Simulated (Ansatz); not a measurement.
# Quasiparticle gap of LiMgOF (rocksalt [001] superlattice), part 2 of 2

Wanted: the gap of LiMgOF (rocksalt [001] superlattice) with a many-body correction, and the time that it takes.

Ansatz 0.2.0; LDA, then G0W0 on it, plane waves, PAW. Known limits of the many-body steps: finite bands, screening cutoff and k mesh; no spin-orbit coupling in G0W0.

So far: Starting point; Relaxing the structure.

## Step 3: Bands along the symmetry lines

Level of this step: DFT, LDA, plane waves, PAW; PAW set soft_1 (Ansatz).

Levels along a band path and on the mesh show where this functional puts the band edges.

input.yaml

```yaml
crystal:
  lattice:
    - [2.8929662, 0.0, 0.0]
    - [0.0, 2.8929662, 0.0]
    - [0.0, 0.0, 16.0624216673]
  atoms:
    - { symbol: Li, position: [0.0, 0.0, 0.0617659321] }
    - { symbol: F, position: [0.5, 0.5, 0.0646433346] }
    - { symbol: Li, position: [0.5, 0.5, 0.1827106702] }
    - { symbol: F, position: [0.0, 0.0, 0.1819070476] }
    - { symbol: Li, position: [0.0, 0.0, 0.3000997508] }
    - { symbol: F, position: [0.5, 0.5, 0.3009014273] }
    - { symbol: Li, position: [0.5, 0.5, 0.4210494439] }
    - { symbol: F, position: [0.0, 0.0, 0.4181744721] }
    - { symbol: Mg, position: [0.0, 0.0, 0.5460271953] }
    - { symbol: O, position: [0.5, 0.5, 0.5443866338] }
    - { symbol: Mg, position: [0.5, 0.5, 0.6758229134] }
    - { symbol: O, position: [0.0, 0.0, 0.6761409383] }
    - { symbol: Mg, position: [0.0, 0.0, 0.8070010214] }
    - { symbol: O, position: [0.5, 0.5, 0.8066853745] }
    - { symbol: Mg, position: [0.5, 0.5, 0.936786439] }
    - { symbol: O, position: [0.0, 0.0, 0.9384317371] }
kpoints:
  mp_grid: { grid: [8, 8, 2] }
  band_path:
    path:
      - [[0.0, 0.0, 0.0], [0.0, 0.5, 0.0], [0.5, 0.5, 0.0], [0.0, 0.0, 0.0], [0.0, 0.0, 0.5], [0.0, 0.5, 0.5], [0.5, 0.5, 0.5], [0.0, 0.0, 0.5]]
      - [[0.0, 0.5, 0.0], [0.0, 0.5, 0.5]]
      - [[0.5, 0.5, 0.0], [0.5, 0.5, 0.5]]
    npoints: 10
hamiltonian:
  xc: lda
  pseudopotentials: { kind: paw, azcp: { folder: soft_1 }, xc_functional: pbe }
scf:
  occupations: { method: fermi_dirac, width: 0.02 }
  n_extra_bands: 9
output:
  eigenvalues: true
  forces: true
  stress: true
  write_density: true
  write_potential: true
  elf: true
  volumetric_format: npy
```

The run is started by

```
> ansatz run input.yaml --threads 4 --pin off --max-ram 17510MiB --backend cpu --events-out ev --progress --plain --runs-dir out
```

Numbers of over 12 decimals in the logs are rounded to 6 here.

The log of the run:

```text
Warning: the atoms were moved onto the symmetric positions of the space group found under crystal.symmetry.tolerance 1.0e-5 (fractional; no operation is sought that the atoms, as they stand in a round, miss by more than twice it, and no atom is moved by as much as it), and the run uses the moved positions. Before a round's move an operation carried an atom to 1.53e-4 Å from where it should land, the largest such dist [...]
[...]
Crystal: 16 atoms, lattice volume = 134.430 Å³
Basis set: ecut = 420 eV, 2617 PW (Γ)
Bands: 61, of which v1, the nominal top of the filled ones, is band 52 counted from 1 (51 counted from 0)
Symmetry: 16 space group operations
[...]
k-points: 30 of 128
[...]
SCF iter   1: F=—  HF=-13840.981577 eV  |F-HF|=—  |Δ(HF+E_count)|=         —  Δρ=1.53e-1  dr2=2.26e1  ethr=3.10e-3  ⟨swp⟩=7.3  Hψ=8076  notcnv=0
[...]
SCF iter  10: F=-13834.726908 eV  HF=-13834.726908 eV  |F-HF|=9.37e-9  |Δ(HF+E_count)|=   4.25e-8  Δρ=4.16e-6  dr2=1.50e-8  ethr=9.62e-11  ⟨swp⟩=17.1  Hψ=13960  notcnv=0
SCF 1 converged in 10 iterations: F = -13834.726908 eV  dr2 = 1.50e-8
[...]
NSCF: frozen V_eff on 93 k-points
SCF converged after 10 iterations
Free energy (F): -13834.726908 eV
[...]
Internal energy: -13834.726908 eV  (E = F + TS)
E sigma→0 (E₀):  -13834.726908 eV
Fermi energy:    8.865341 eV
[...]
--- Forces (eV/Å), atoms counted from 1 ---
  atom   1  Li    -0.00000000     0.00000000    -0.00054273
  atom   2  F      0.00000000    -0.00000000    -0.00310213
  atom   3  Li    -0.00000000     0.00000000    -0.00065538
  atom   4  F     -0.00000000     0.00000000     0.00077849
  atom   5  Li     0.00000000     0.00000000     0.00065538
  atom   6  F     -0.00000000     0.00000000    -0.00077849
  atom   7  Li    -0.00000000     0.00000000     0.00054273
  atom   8  F      0.00000000    -0.00000000     0.00310213
  atom   9  Mg    -0.00000000    -0.00000000    -0.00139399
  atom  10  O     -0.00000000     0.00000000    -0.00133050
  atom  11  Mg    -0.00000000    -0.00000000     0.00150234
  atom  12  O      0.00000000     0.00000000    -0.00205878
  atom  13  Mg    -0.00000000    -0.00000000    -0.00150234
  atom  14  O      0.00000000     0.00000000     0.00205878
  atom  15  Mg    -0.00000000    -0.00000000     0.00139399
  atom  16  O     -0.00000000     0.00000000     0.00133050
  max |Σ_I F_I| component: 8.67e-19 eV/Å
--- Stress (GPa, compression-positive) ---
        0.005368       0.000000       0.000000
        0.000000       0.005368       0.000000
        0.000000       0.000000      -0.022967
  P = ⅓ Tr σ = -0.0041 GPa (-0.041 kbar)
--- Band table (eV; the first three rows and the last of 30) ---
  k-point 0: bands = [... 48 lower, 5.7739, 5.7739, 6.0433, 6.0433, 11.6555, 12.6341, 12.8562, 14.6744, ... 5 higher]
  k-point 1: bands = [... 48 lower, 5.7738, 5.7738, 6.0433, 6.0433, 11.7148, 12.2934, 13.5140, 13.8013, ... 5 higher]
  k-point 2: bands = [... 48 lower, 5.6118, 5.7624, 5.8717, 6.0049, 12.1955, 12.9345, 13.0675, 14.7564, ... 5 higher]
  k-point 29: bands = [... 48 lower, 4.4925, 4.4925, 4.9723, 4.9723, 15.4937, 15.4937, 16.5829, 16.5829, ... 5 higher]
```

It took 9.2 s on 4 threads of Arm Neoverse V2, shared host; peak memory 0.74 GiB; 36 s of CPU time.

This step gave:

```
pressure             : -0.004077 GPa
filled bands         : 52
gap                  : 5.612 eV
valence top at       : k = (0.000, 0.000, 0.100)
conduction bottom at : Γ
least direct gap     : 5.612 eV
```

Over mesh and path the gap is 5.612 eV, from k = (0.000, 0.000, 0.100) to k = Γ, and equal within 1 meV to the least direct gap at k = Γ. The program's warnings for this run: structure snapped to symmetry.

The electronic bands at the labelled points (eV, zero at the top of the highest nominally filled band):

```csv
point,band 49,band 50,band 51,band 52,band 53,band 54,band 55,band 56
Γ,-0.27,-0.27,0.00,0.00,5.61,6.59,6.81,8.63
X,-0.60,-0.60,-0.41,-0.41,7.73,7.73,8.41,8.41
M,-1.55,-1.55,-1.07,-1.07,9.45,9.45,10.54,10.54
Γ,-0.27,-0.27,0.00,0.00,5.61,6.59,6.81,8.63
Z,-0.27,-0.27,0.00,0.00,5.67,6.25,7.47,7.76
R,-0.60,-0.60,-0.41,-0.41,7.77,7.77,8.27,8.27
A,-1.55,-1.55,-1.07,-1.07,9.45,9.45,10.54,10.54
Z,-0.27,-0.27,0.00,0.00,5.67,6.25,7.47,7.76
jump to X,-0.60,-0.60,-0.41,-0.41,7.73,7.73,8.41,8.41
R,-0.60,-0.60,-0.41,-0.41,7.77,7.77,8.27,8.27
jump to M,-1.55,-1.55,-1.07,-1.07,9.45,9.45,10.54,10.54
A,-1.55,-1.55,-1.07,-1.07,9.45,9.45,10.54,10.54
```

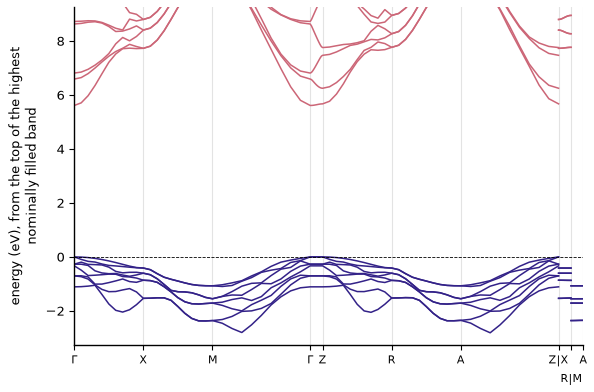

Electronic bands along the path; lines of filled and empty bands in two colours.

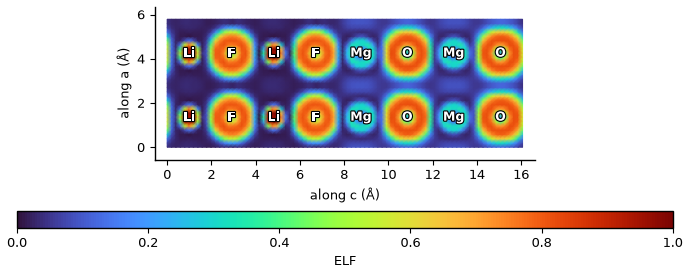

ELF in the ca plane at fractional y = 0.000, with atoms of Li and F and Mg and O within 0.2 Å of it. It is the smooth field of the valence electrons, not physical close to the nuclei. The map starts off the cell's origin, so that atoms lie inside it.

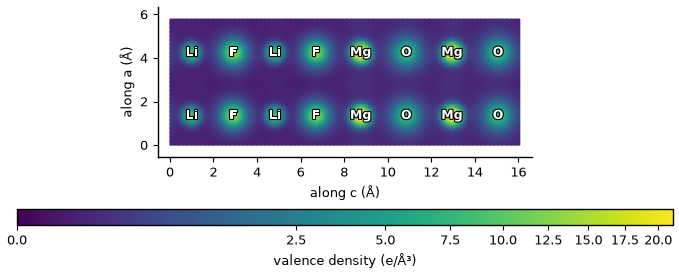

Valence density in the ca plane at fractional y = 0.000, with atoms of Li and F and Mg and O within 0.2 Å of it. It is the smooth field of the valence electrons, not physical close to the nuclei. The map starts off the cell's origin, so that atoms lie inside it. The colour scale is stretched toward low values.

## Step 4: G0W0 on the 6×6×2 mesh

G0W0 replaces the xc potential by a self-energy built once from the orbitals of the start. Levels are corrected in the window of bands that the input names, at points of the mesh.

This step: G0W0 on LDA, plane waves, PAW; PAW set soft_1.

input.yaml, the sections that differ from step 3:

```yaml
kpoints:
  mp_grid: { grid: [6, 6, 2] }
scf:
  occupations: { method: fixed }
gw:
  n_empty_bands: 352
  ecut_chi: 110.0
  qp_bands: [v4, c4]
  qp_kpoints: band_edges
  screening: { model: contour_deformation }
# crystal, hamiltonian: as in step 3
# output: removed
```

The log of the run:

```text
[...]
Crystal: 16 atoms, lattice volume = 134.430 Å³
Basis set: ecut = 420 eV, 2617 PW (Γ)
Bands: 68, of which v1, the nominal top of the filled ones, is band 52 counted from 1 (51 counted from 0)
Symmetry: 16 space group operations
[...]
k-points: 20 of 72
[...]
SCF iter   1: F=—  HF=-13840.979922 eV  |F-HF|=—  |Δ(HF+E_count)|=         —  Δρ=1.53e-1  dr2=2.26e1  ethr=3.10e-3  ⟨swp⟩=5.2  Hψ=5062  notcnv=0  defer=257
[...]
SCF iter  10: F=-13834.725147 eV  HF=-13834.725147 eV  |F-HF|=6.11e-9  |Δ(HF+E_count)|=   5.84e-8  Δρ=2.77e-6  dr2=1.01e-8  ethr=9.62e-11  ⟨swp⟩=13.3  Hψ=6644  notcnv=0
SCF 1 converged in 10 iterations: F = -13834.725147 eV  dr2 = 1.01e-8
[...]
G₀W₀ screening: q 1/20
[... further progress lines ...]
SCF converged after 10 iterations
Free energy (F): -13834.725147 eV
[...]
Internal energy: -13834.725147 eV  (E = F + TS)
E sigma→0 (E₀):  -13834.725147 eV
Fermi energy:    6.043682 eV
[...]
--- Band table (eV; the first three rows and the last of 20) ---
  k-point 0: bands = [... 48 lower, 5.7743, 5.7743, 6.0437, 6.0437, 11.6556, 12.6342, 12.8561, 14.6745, ... 12 higher]
  k-point 1: bands = [... 48 lower, 5.7742, 5.7742, 6.0437, 6.0437, 11.7150, 12.2934, 13.5140, 13.8014, ... 12 higher]
  k-point 2: bands = [... 48 lower, 5.4908, 5.7538, 5.8340, 5.9760, 12.5364, 13.1171, 13.2094, 14.7516, ... 12 higher]
  k-point 19: bands = [... 48 lower, 4.4927, 4.4927, 4.9725, 4.9725, 15.4938, 15.4938, 16.5829, 16.5829, ... 12 higher]
--- G₀W₀: contour deformation, 6 samples at zero and on the imaginary axis and 2 off it, 72 q-points, 352 empty bands' worth ---
  eigenvalues of the whole cell's RPA ε∞ on this k-mesh (on a slab, of 1 + 4πα/V) = 2.4733, 2.5819, 2.5819; static W/v taken at q = 0 is 0.387235
  gw.qp_kpoints: band_edges: 12 of 20 stored k-points solved, in 1 pass; an edge of the gap read off the rows below is read off those points alone
    valence top: of the k-points left out ik 11 came nearest to being solved in a further pass, in band 52 (counted from 1, as in the quasiparticle table): it holds the edge there only if its correction is more favourable than any solved in that band by at least 0.586 eV; those differ by 0.240 eV
    conduction bottom: of the k-points left out ik 10 came nearest to being solved in a further pass, in band 54 (counted from 1, as in the quasiparticle table): it holds the edge there only if its correction is more favourable than any solved in that band by at least 2.746 eV; those differ by 0.433 eV
    ik  band        ε_KS         Σx   Σc(E_QP)       V_xc       Z   E_QP_lin       E_QP  E_QP is
     0    49      5.7743   -26.3256     4.2555   -20.7800  0.8012     4.4702     4.4841  root
     0    50      5.7743   -26.3256     4.2555   -20.7800  0.8012     4.4702     4.4841  root
     0    51      6.0437   -26.5743     4.2368   -21.1254  0.8017     4.8199     4.8316  root
     0    52      6.0437   -26.5743     4.2368   -21.1254  0.8017     4.8199     4.8316  root
     0    53     11.6556   -10.0740    -3.6797   -15.3744  0.8578    13.2897    13.2762  root
     0    54     12.6342   -10.2844    -3.6813   -15.7556  0.8545    14.4423    14.4241  root
     0    55     12.8561    -9.0111    -3.6802   -14.5659  0.8655    14.7504    14.7307  root
     0    56     14.6745   -10.6112    -3.9614   -16.6421  0.8447    16.7733    16.7440  root
     1    49      5.7742   -26.3265     4.2555   -20.7810  0.8012     4.4703     4.4842  root
     1    50      5.7742   -26.3265     4.2555   -20.7810  0.8012     4.4703     4.4842  root
     1    51      6.0437   -26.5739     4.2368   -21.1250  0.8017     4.8198     4.8315  root
     1    52      6.0437   -26.5739     4.2368   -21.1250  0.8017     4.8198     4.8315  root
     1    53     11.7150   -10.4059    -3.6708   -15.6982  0.8552    13.3499    13.3364  root
     1    54     12.2934    -9.1128    -3.6710   -14.5538  0.8649    14.0805    14.0634  root
     1    55     13.5140   -10.0654    -3.7404   -15.7661  0.8556    15.4972    15.4743  root
     1    56     13.8014   -10.0687    -3.7981   -15.8238  0.8522    15.7823    15.7583  root
     2    49      5.4908   -25.9696     4.2604   -20.4064  0.8011     4.1737     4.1880  root
     2    50      5.7538   -26.2649     4.2642   -20.7093  0.8009     4.4484     4.4624  root
     2    51      5.8340   -26.1598     4.2090   -20.7067  0.8016     4.5773     4.5899  root
     2    52      5.9760   -26.4819     4.2533   -21.0052  0.8013     4.7404     4.7526  root
     2    53     12.5364   -10.3043    -3.6704   -15.7263  0.8544    14.3049    14.2880  root
     2    54     13.1171    -9.7861    -3.7539   -15.3903  0.8551    14.9875    14.9674  root
     2    55     13.2094    -9.0363    -3.7300   -14.6805  0.8626    15.1445    15.1235  root
     2    56     14.7516    -9.6328    -3.9785   -15.6474  0.8487    16.8157    16.7877  root
     3    49      5.4888   -25.9457     4.2568   -20.3864  0.8011     4.1719     4.1863  root
     3    50      5.7539   -26.2651     4.2642   -20.7093  0.8009     4.4484     4.4624  root
     3    51      5.8336   -26.1560     4.2087   -20.7030  0.8016     4.5767     4.5894  root
     3    52      5.9760   -26.4817     4.2533   -21.0049  0.8013     4.7404     4.7525  root
     3    53     12.5999   -10.7211    -3.6865   -16.1418  0.8504    14.3507    14.3341  root
     3    54     12.8148    -8.9502    -3.6914   -14.5081  0.8647    14.7010    14.6812  root
     3    55     13.8021    -9.6582    -3.8148   -15.4405  0.8548    15.7931    15.7695  root
     3    56     13.9247    -9.2992    -3.8496   -15.1003  0.8551    15.9001    15.8763  root
     4    49      5.3830   -25.7413     4.2828   -20.1181  0.8003     4.0269     4.0426  root
     4    50      5.4455   -26.0120     4.3357   -20.3664  0.7993     4.1207     4.1356  root
     4    51      5.6938   -26.1151     4.2806   -20.5363  0.8002     4.3813     4.3956  root
     4    52      5.7910   -26.2422     4.2856   -20.6980  0.8004     4.5191     4.5324  root
     4    53     13.7092    -7.6152    -3.7714   -13.4113  0.8686    15.7581    15.7339  root
     4    54     13.7342    -7.3588    -3.8573   -13.1656  0.8655    15.7066    15.6837  root
     4    55     14.1984    -8.3647    -3.9207   -14.2453  0.8565    16.1825    16.1583  root
     4    56     14.3007    -8.8025    -4.0044   -14.6422  0.8520    16.1571    16.1360  root
[...]
18    53     15.4934    -4.8090    -4.1269   -10.5526  0.8622    17.1263    17.1101  root
    18    54     15.4934    -4.8090    -4.1269   -10.5526  0.8622    17.1263    17.1101  root
    18    55     16.5851    -6.5634    -4.1522   -12.6610  0.8515    18.5580    18.5305  root
    18    56     16.5851    -6.5634    -4.1522   -12.6610  0.8515    18.5580    18.5305  root
    19    49      4.4927   -25.1107     4.3558   -19.3440  0.7968     3.0630     3.0818  root
    19    50      4.4927   -25.1107     4.3558   -19.3440  0.7968     3.0630     3.0818  root
    19    51      4.9725   -25.2252     4.3053   -19.4674  0.7984     3.5003     3.5201  root
    19    52      4.9725   -25.2252     4.3053   -19.4674  0.7984     3.5003     3.5201  root
    19    53     15.4938    -4.8040    -4.1275   -10.5475  0.8622    17.1259    17.1098  root
    19    54     15.4938    -4.8040    -4.1275   -10.5475  0.8622    17.1259    17.1098  root
    19    55     16.5829    -6.5257    -4.1518   -12.6181  0.8517    18.5508    18.5234  root
    19    56     16.5829    -6.5257    -4.1518   -12.6181  0.8517    18.5508    18.5234  root
```

Wall time 15 min (4 threads); peak memory 1.7 GiB.

This step gave:

- bands summed: 404
- RPA ε∞ on this mesh (eigenvalues): 2.473, 2.582, 2.582
- plane waves in the screening matrix: 375
- q-points in the mesh: 72
- G0W0 gap over the corrected points: 8.445 eV
- k of the valence top: 0, 0, 0
- k of the conduction bottom: 0, 0, 0
- starting gap on the mesh: 5.612 eV
- Z at the valence top: 0.8017
- Z at the conduction bottom: 0.8578
- least direct G0W0 gap over the corrected points: 8.445 eV

Over 12 of 20 irreducible mesh points the G0W0 gap is 8.445 eV, direct, at k = Γ. The LDA gap of this run on the mesh is 5.612 eV. The two states that bound the G0W0 gap lie that far apart at the start, so the correction of the gap is 8.445 − 5.612 = +2.833 eV. The start of this run differs from the step before in mesh (8×8×2 and 6×6×2). The program's warnings for this run: structure snapped to symmetry.

Labels follow the order of the start: v1 is the top filled band, c1 the lowest empty one; levels that stay degenerate share a row, the window can cut a multiplet, doubted levels are not marked in this list, bands outside the window were not corrected, and the list may be a part of the corrected levels. Levels before and after the correction, in eV, zero at the valence-band top of each column:

```csv
,conduction bottom,valence top
Kohn-Sham,5.61,0.00
G0W0,8.44,0.00
```

```csv
,level,occupation,energy (eV)
Kohn-Sham,Γ v4-v3,2,-0.269
Kohn-Sham,Γ v2-v1,2,0.000
Kohn-Sham,Γ c1,0,5.612
Kohn-Sham,Γ c2,0,6.591
Kohn-Sham,Γ c3,0,6.812
Kohn-Sham,Γ c4,0,8.631
G0W0,Γ v4-v3,2,-0.348
G0W0,Γ v2-v1,2,0.000
G0W0,Γ c1,0,8.445
G0W0,Γ c2,0,9.592
G0W0,Γ c3,0,9.899
G0W0,Γ c4,0,11.912
```

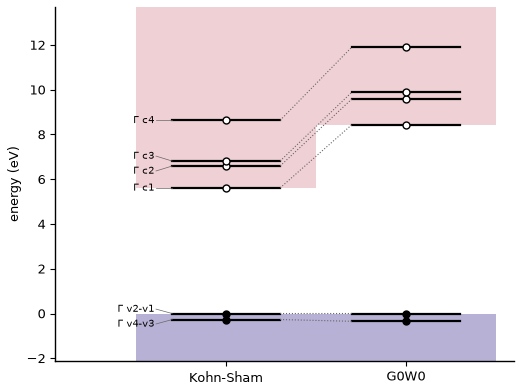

Levels before and after the correction. Shaded: valence and conduction bands. Filled marks are occupied levels, open marks empty ones.

The parts of the quasiparticle energy for the two states that bound the G0W0 gap, in eV on the run's own scale (QP = start + Σx + Σc − Vxc, with Σc at the quasiparticle energy):

```csv
edge,k,band,start,Σx,Σc,Vxc,Z,QP
valence top,Γ,51,6.044,−26.574,4.237,−21.125,0.802,4.832
conduction bottom,Γ,53,11.656,−10.074,−3.680,−15.374,0.858,13.276
```

## Step 5: The runs together

Each gap is the least one over the points named; times are wall times on shared hosts, not benchmarks. A G0W0 time includes the run's own self-consistent start. Rows marked * are further runs, not shown as steps, whose inputs differ from the G0W0 step on the same start in the columns given; solver thresholds can differ too.

```csv
level,mesh,"files, cutoff","bands summed, screening",points,gap (eV),valence top,conduction bottom,least direct gap (eV),time
LDA,8×8×2,"soft_1 PAW, 420 eV",-,mesh and path,5.612,"(0.000, 0.000, 0.100)",Γ,5.612,9.2 s
G0W0@LDA*,6×6×2,"soft_1 PAW, 420 eV","141, 44 eV",12 of 20 irreducible mesh points,8.397,Γ,Γ,8.397,2.1 min
G0W0@LDA,6×6×2,"soft_1 PAW, 420 eV","404, 110 eV",12 of 20 irreducible mesh points,8.445,Γ,Γ,8.445,15 min
```

## Step 6: What came out

```json
{
 "LDA gap over mesh and path": "5.612 eV, from k = (0.000, 0.000, 0.100) to k = Γ, and equal within 1 meV to the least direct gap at k = Γ",
 "G0W0@LDA gap over 12 of 20 irreducible mesh points": "8.445 eV, direct, at k = Γ",
 "GW settings": "6×6×2 mesh, 352 empty bands, screening to 110 eV, PAW set soft_1 files",
 "known limits": "finite bands, screening cutoff and k mesh; no spin-orbit coupling in G0W0"
}
```

What this shows: Over 12 of 20 irreducible mesh points the G0W0 gap is 8.445 eV, direct, at k = Γ. The LDA gap of this run on the mesh is 5.612 eV. The two states that bound the G0W0 gap lie that far apart at the start, so the correction of the gap is 8.445 − 5.612 = +2.833 eV. The valence state moves by 4.832 − 6.044 = −1.212 eV and the conduction state by 13.276 − 11.656 = +1.620 eV, on the run's own scale; with 141 bands the edge states move by −0.941 and +1.844 eV, so the split between the edges depends on the bands and cutoff. Over mesh and path, LDA puts the valence top at k = (0.000, 0.000, 0.100), which is no corrected point. The start's gap on the mesh of the G0W0 run, 5.612 eV, is no wider than the 5.612 eV found there (the runs differ in mesh (8×8×2 and 6×6×2)), so it is not shown that this mesh misses an edge. Levels at other points were not corrected, so a lower G0W0 gap elsewhere in the zone is not ruled out. From 141 bands and 44 eV to 404 bands and 110 eV the gap moves by 8.445 − 8.397 = +0.048 eV; bands and screening cutoff rise together, so their parts are not told apart. Two runs can't test a law of convergence, so the limit is not known. For the G0W0 step: the program's warnings for this run: structure snapped to symmetry. For the further run with 141 bands on the 6×6×2 mesh, the program warns: structure snapped to symmetry. The G0W0 runs are scalar-relativistic. No pair of G0W0 runs that differ in the mesh alone is shown (6×6×2 is a supercell whose nearest images lie 17 Å apart), so the error from the mesh is not known here. G0W0 is shown with one set of atomic data (soft_1 PAW), so the error from the files is not known here.

[Paths, hosts, dates, memory and timing lines, banners, echoed tables and standing remarks are left out of the program output.]

[Logs are printed without paths, hosts, clocks, repeated set-up lines and the standing remarks that a program may print on its own settings, such as how far it seeks lower states.]

[Runs of the session that timed out or met a known fault of the program may be left out.]

[Cells called generated may have been cut or substituted from an entry of the Crystallography Open Database or the Materials Project.]

[Hosts, paths, dates, database ids (printed as entryN), source tags and the programs' standing remarks are cut or masked in the printed files.]

[Where an RPA ε∞ is given, it is that of the G0W0 mesh and is not shown converged in it. Names of k-points follow the symmetry that the program found, which can be lower than the space group named. Band edges on a path are those of the sampled points; other points can move an edge, and change direct to indirect where valleys lie close.]

[Hybrid gaps are those of their k-mesh and are not shown converged in it.]
